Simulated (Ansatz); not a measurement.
## Electronic structure of H₂···PH₃ (SMILES [H][H].P) in real space

The calculation's input:

```
crystal:
  periodic: [false, false, false]
  atoms:
    - {symbol: H, position_ang: [0.229820, -0.230591, -2.247351]}
    - {symbol: H, position_ang: [-0.151466, 0.064082, -2.818072]}
    - {symbol: P, position_ang: [0.347272, -0.259489, 0.934606]}
    - {symbol: H, position_ang: [0.407865, -0.265281, 2.352971]}
    - {symbol: H, position_ang: [-1.057546, -0.461708, 0.912955]}
    - {symbol: H, position_ang: [0.224056, 1.152887, 0.864790]}
basis:
  gaussian: {orbitals: "def2-TZVPPD.json"}
hamiltonian: {xc: pbe0, dispersion: d4}
output: {orbitals: {seedname: orbitals}}
```

Launched as:

```sh
ansatz run in.yaml --threads 2 --pin off --events-out ev --progress --plain --max-ram 5222MiB
```

Geometry: PBE0-D4/def2-TZVP.

The calculation used Ansatz, RKS PBE0-D4/def2-TZVPPD.

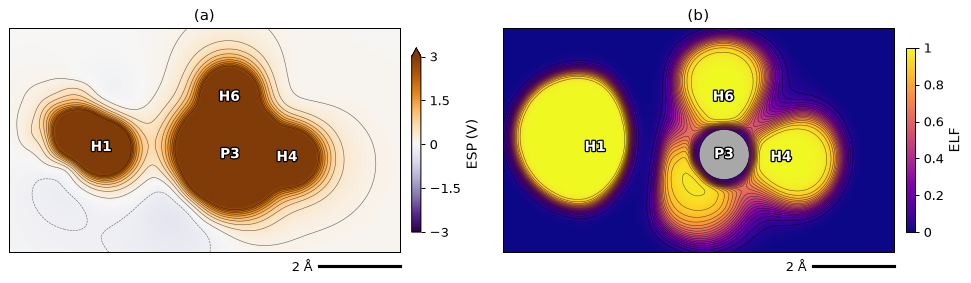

Figure 1. (a) electrostatic potential; (b) electron localisation function on the plane of atoms H4, P3 and H6. Grey discs cover the atomic cores in the ELF map.

Question: Interpret the plot.

Answer:
- Atoms in the plane: H and P.
- P3···H1 (3.18 Å): the ELF dips to about 0 between them: a weak contact between the two molecules.
- P–H (1.42 Å): the ELF climbs to about 1 towards the hydrogen, as it does in any bond to H.
- The ELF also peaks beside P3, away from the bonds: lone-pair regions.
- Outside the dense part of the complex the potential is most negative (−0.3 V) near P3.

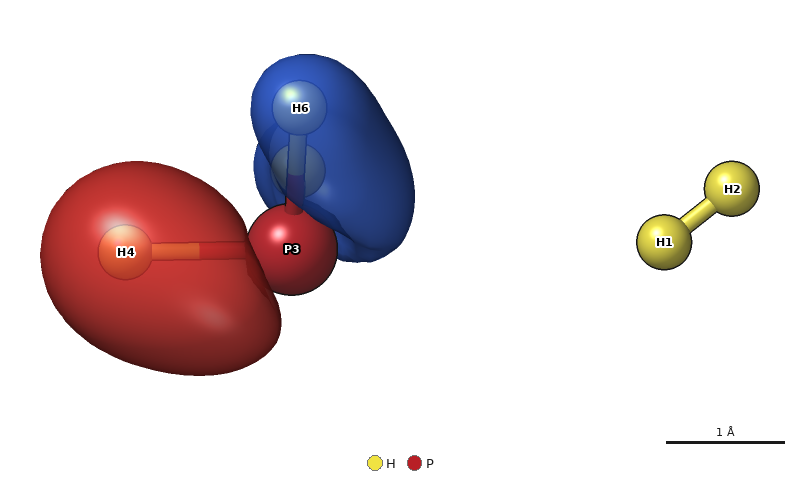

Figure 2. The HOMO−1 at ±0.2 Å⁻³ᐟ² (blue and red are the two phases), seen from one side.

Question: What is the character of this orbital?

Answer: By Hirshfeld shares it lies mainly on P3 (about 50 %), H4 (about 30 %), H6 (about 10 %) and H5 (about 10 %). Its energy is −10.79 eV.

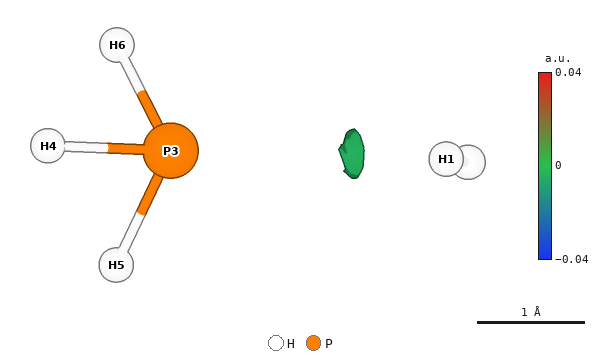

Figure 3. Non-covalent interaction (NCI) plot: the surface where the reduced density gradient is 0.4, for densities under 0.05 a.u., coloured by sign(λ₂)ρ; seen at a tilt.

Question: Identify the weak interactions.

Answer: Between H1 on one side and P3 on the other: a weak contact (green).
